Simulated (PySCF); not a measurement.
# C5H9NOSi: what the fields show

```yaml
atoms:
  - { symbol: C, position_ang: [-0.8788, -2.1499, -0.1377] }
  - { symbol: C, position_ang: [-0.6872, -0.6879, 0.1121] }
  - { symbol: C, position_ang: [0.2622, -0.3949, 1.2042] }
  - { symbol: N, position_ang: [1.3280, 0.2553, 1.1434] }
  - { symbol: Si, position_ang: [2.2150, 1.0961, -0.0690] }
  - { symbol: C, position_ang: [-1.3235, 0.2535, -0.6002] }
  - { symbol: C, position_ang: [-1.2381, 1.6858, -0.3509] }
  - { symbol: O, position_ang: [-1.7688, 2.5249, -1.0359] }
  - { symbol: H, position_ang: [0.0771, -2.6156, -0.3777] }
  - { symbol: H, position_ang: [-1.2607, -2.6345, 0.7609] }
  - { symbol: H, position_ang: [-1.5733, -2.3210, -0.9558] }
  - { symbol: H, position_ang: [0.0088, -0.8715, 2.1578] }
  - { symbol: H, position_ang: [1.6147, 1.2293, -1.4010] }
  - { symbol: H, position_ang: [2.4142, 2.4030, 0.5469] }
  - { symbol: H, position_ang: [3.4418, 0.3061, -0.1434] }
  - { symbol: H, position_ang: [-1.9865, -0.0337, -1.4075] }
  - { symbol: H, position_ang: [-0.6518, 1.9668, 0.5438] }
```

Geometry: GFN2-xTB.

Method: PBE0/pcSseg-1, SCF density, gas phase, non-relativistic (PySCF 2.14.0).

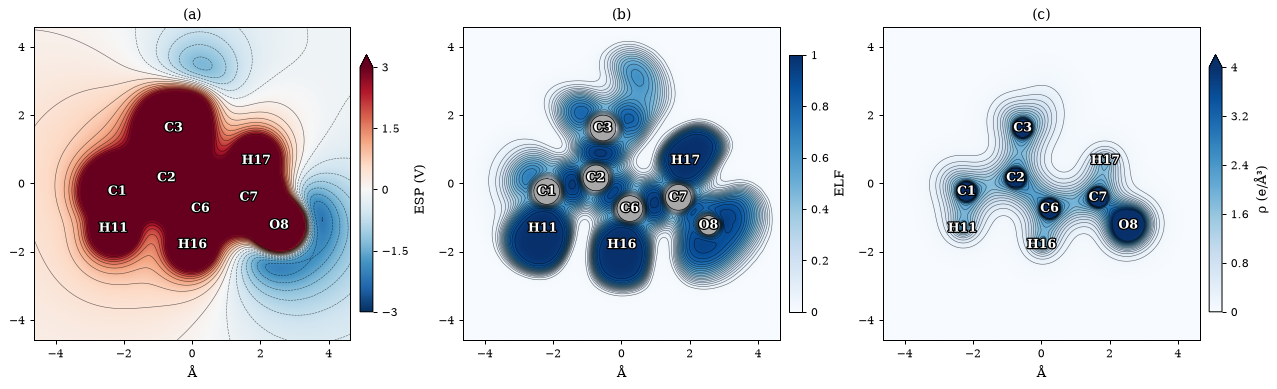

Figure 1. (a) electrostatic potential; (b) electron localisation function; (c) electron density on the plane of atoms C2, C6 and H16. Grey discs cover the atomic cores in the ELF map.

**What does the map show?**

- The section cuts through C, O and H sites.
- C–O (1.21 Å): the density is about 3.3 e/Å³ at the midpoint; the ELF peaks at about 0.85 between the atoms; a short, multiple covalent bond.
- C–C (1.34 Å): ρ is about 2.3 e/Å³ halfway; the ELF peaks at about 0.95 between the atoms: a multiple bond.
- C–H (1.08 Å): ρ at the midpoint is about 2 e/Å³; the ELF climbs to about 1 towards the hydrogen, as it does in any bond to H; an ordinary covalent bond to hydrogen.
- C–C (1.46 Å): ρ at the midpoint is about 1.9 e/Å³; the ELF peaks at about 0.95 between the atoms (a covalent bond).
- The ELF also peaks beside O8, away from the bonds: lone-pair regions.
- Outside the dense part of the molecule the potential is most negative (−2.1 V) near O8.

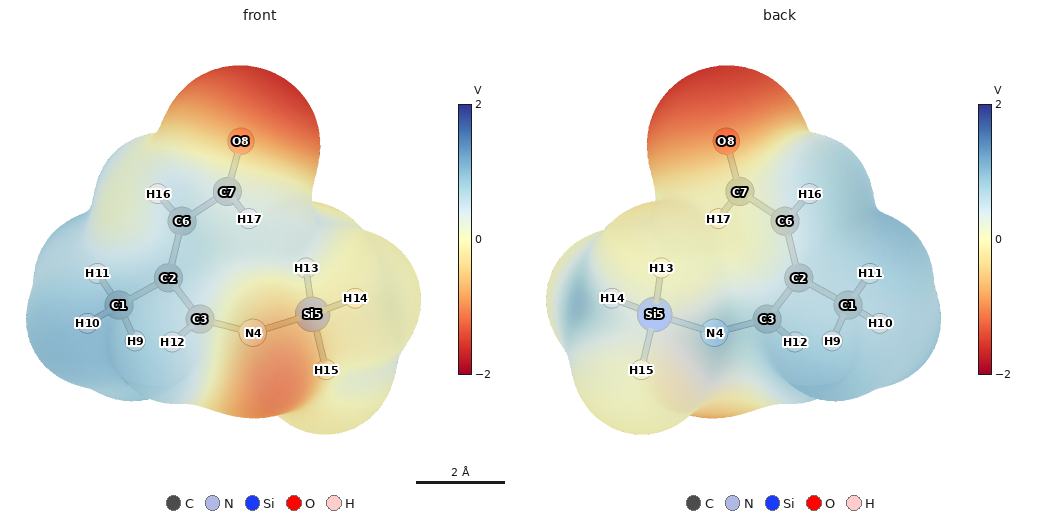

Figure 2. The molecular electrostatic potential painted on the density surface at 0.001 e/bohr³, seen from the front and from behind; red is negative and blue positive.

**Which sites attract a positive test charge, and which a negative one?**

A positive charge is drawn to the negative regions and a negative charge to the positive ones. The most negative region (about −1.6 V) lies over O8, the most positive (about +1.1 V) over Si5, H10 and H12. O8 is the likeliest acceptor of a hydrogen bond.
